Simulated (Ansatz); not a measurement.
The structure below was relaxed with Kohn–Sham DFT with the r2SCAN functional, run in Ansatz (a quantum-chemistry and plane-wave program) with PAW and 500 eV plane waves, no SOC, earlier PAW set.

```yaml
crystal:
  lattice:
    - [0.00000, 2.89536, 2.89536]
    - [2.89536, 0.00000, 2.89536]
    - [2.89536, 2.89536, 0.00000]
  atoms:
    - { symbol: W, position: [0.00000, 0.00000, 0.00000] }
    - { symbol: W, position: [0.25000, 0.25000, 0.25000] }
```

### Question
Find the space group and the Wyckoff positions.

### Answer
Space group Fd-3m, origin choice 1 (No. 227); a = b = c = 5.7907 Å, α = β = γ = 90.00°

| atom | site | symmetry | x | y | z |
|---|---|---|---|---|---|
| W | 8b | -43m | 0.5000 | 0.5000 | 0.5000 |

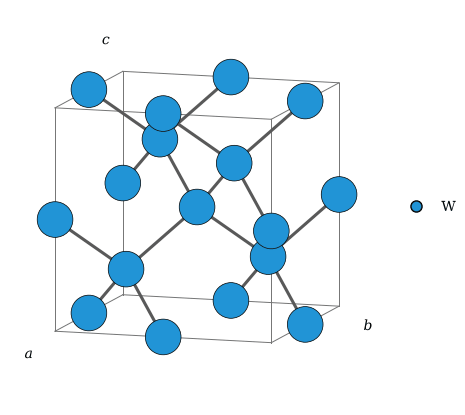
*The conventional cell*

Stability against distortions was not tested. The final runs are not spin-polarised. The cell was made from Sn by this change: Sn → W; the result is a hypothetical phase, not in the database extracts checked.
